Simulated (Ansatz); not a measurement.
The starting structures come from a database of crystals and need not be the phases stable at ambient conditions.

 Where the default PAW files enter, the runs use the earlier of Ansatz's two default sets.

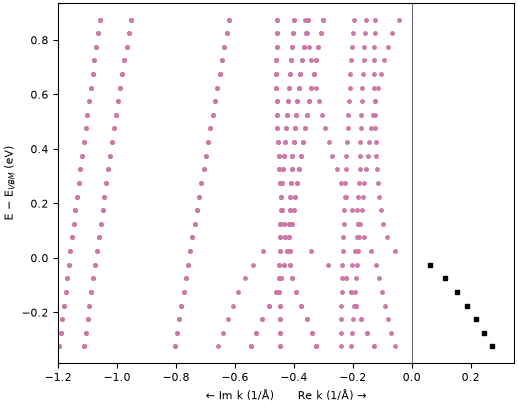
*Complex bands at the centre of the two-dimensional zone; r2SCAN in Ansatz (a program for electronic structure)*

The gap is the functional's own, uncorrected, and κ follows it; spin-orbit coupling is left out. Mid-gap values are interpolated between the computed energies.

Problem. This is Mg3Sb2 (P-3m1, not sure to be the ambient phase, 5 atoms a cell, 26.2 Å³ an atom) along the normal of (111). Read off the slowest decay at the centre of the two-dimensional zone at 0.28 eV, the computed energy nearest the middle of the gap.

Solution. κ ≈ 0.11 1/Å, a decay length 1/(2κ) of the density of 4.4 Å.
